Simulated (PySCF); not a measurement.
# CCSD(T)/3-21G run of CHClFNSi (SMILES FC1=N[SiH]1Cl)

Aim: the vertical singlet–triplet gap of CHClFNSi at CCSD(T)/3-21G, from 2 runs. The job is set up through a Python script.

Program for the calculation: PySCF 2.14.0.

## Step 1: The structure to begin with

The species is CHClFNSi (6 atoms), meant as a singlet with charge 0. As SMILES, `FC1=N[SiH]1Cl`. The shape is that of a PBE0-D4/def2-TZVP optimisation.

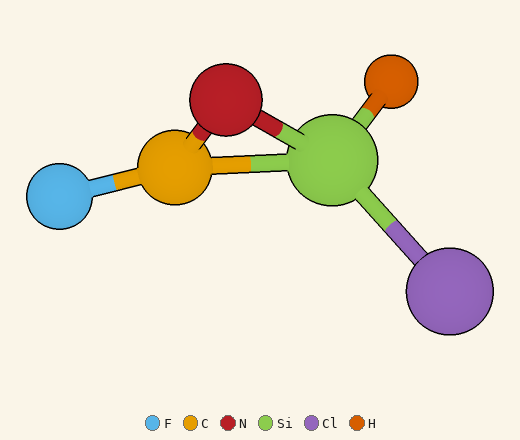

Viewed from a chosen angle; fluorine blue, carbon amber, nitrogen red, silicon green, chlorine purple, hydrogen orange.

## Step 2: A single-point energy at CCSD(T)/3-21G

input.py reads:

```python
# FC1=N[SiH]1Cl
from pyscf import gto, cc

molecule = gto.Mole()
molecule.atom = '''
F      0.299144    -4.311032    -1.206968
C      0.409315    -1.972307    -0.400811
N      2.343827    -0.740206     0.304246
Si    -0.442007     1.120986     0.443708
Cl    -0.993429     3.912111    -2.109879
H     -1.537481     1.869695     2.882588
'''
molecule.verbose = 3
molecule.max_memory = 1860
molecule.basis = '3-21g'
molecule.unit = 'bohr'
molecule.build()

mf = molecule.RHF()
mf.conv_tol = 1e-10
mf.kernel()
if not mf.converged:
    mf = mf.newton().run(mf.mo_coeff, mf.mo_occ)

mycc = cc.CCSD(mf, frozen=13)
mycc.kernel()
e_t = mycc.ccsd_t()
etot = mycc.e_tot + e_t
print(f'total energy: {etot:.8f} hartree')
```

On the command line:

```
$ OMP_NUM_THREADS=1 python input.py
```

What it wrote:

```text
converged SCF energy = -935.916481303467
E(CCSD) = -936.3464447232708  E_corr = -0.4299634198042394
CCSD(T) correction = -0.0148988953627628
total energy: -936.36134362 hartree
```

It took 3.9 s on 1 thread of Arm Neoverse V1, shared host; peak memory 0.16 GiB.

## Step 3: The triplet, same level

run.py reads:

```python
from pyscf import gto, cc

mol = gto.Mole()
mol.atom = [
    ('F', (0.158300, -2.281300, -0.638700)),
    ('C', (0.216600, -1.043700, -0.212100)),
    ('N', (1.240300, -0.391700, 0.161000)),
    ('Si', (-0.233900, 0.593200, 0.234800)),
    ('Cl', (-0.525700, 2.070200, -1.116500)),
    ('H', (-0.813600, 0.989400, 1.525400)),
]
mol.charge = 0
mol.max_memory = 1860
mol.basis = '3-21g'
mol.spin = 2
mol.verbose = 3
mol.build()

myscf = mol.UHF()
myscf.conv_tol = 1e-10
myscf.kernel()
if not myscf.converged:
    myscf = myscf.newton().run(myscf.mo_coeff, myscf.mo_occ)

mycc = cc.CCSD(myscf, frozen=13)
mycc.kernel()
e_t = mycc.ccsd_t()
e_tot = mycc.e_tot + e_t
print(f'total energy: {e_tot:.8f} hartree')
```

On the command line:

```
$ OMP_NUM_THREADS=1 python run.py
```

What it wrote:

```text
WARN: HOMO 0.0577084937567207 >= LUMO -0.229317372298572

converged SCF energy = -935.785372681355  <S^2> = 2.0357341  2S+1 = 3.0237289
E(UCCSD) = -936.1814172994351  E_corr = -0.3960446180797557
UCCSD(T) correction = -0.0115908510309358
total energy: -936.19300815 hartree
```

It took 25 s on 1 thread of Arm Neoverse V1, shared host; peak memory 0.26 GiB.

## Step 4: Outcome

At CCSD(T)/3-21G, 13 core orbitals frozen:

| quantity | value |
| --- | --- |
| singlet: total energy | -936.36134 Eh |
| singlet: dipole moment (Hartree–Fock density) | 2.99 D |
| singlet: HOMO energy (Hartree–Fock orbitals) | -11.02 eV |
| singlet: LUMO energy (Hartree–Fock orbitals) | 2.45 eV |
| singlet: HOMO–LUMO gap (Hartree–Fock orbitals) | 13.46 eV |
| singlet: correlation energy (13 core orbitals frozen) | -444.9 mEh |
| singlet: (T) correction | -14.90 mEh |
| singlet: T1 diagnostic | 0.015 |
| triplet: total energy | -936.19301 Eh |
| triplet: dipole moment (Hartree–Fock density) | 2.94 D |
| triplet: HOMO energy (Hartree–Fock orbitals) (highest over α and β) | -7.26 eV |
| triplet: LUMO energy (Hartree–Fock orbitals) (lowest over α and β) | -0.13 eV |
| triplet: correlation energy (13 core orbitals frozen) | -407.6 mEh |
| triplet: (T) correction | -11.59 mEh |
| triplet: ⟨S²⟩ of the reference determinant | 2.036 |
| triplet: T1 diagnostic | 0.023 |
| vertical energy of the triplet above the singlet | 4.581 eV |

What this shows: At this shape the triplet lies 4.58 eV (106 kcal/mol) above the singlet. Mulliken charges (singlet) of the mean-field density run from -0.61 on N3 to +1.24 on Si4. The triples (singlet) make up 3.3 % of the correlation energy. The triples (triplet) make up 2.8 % of the correlation energy.
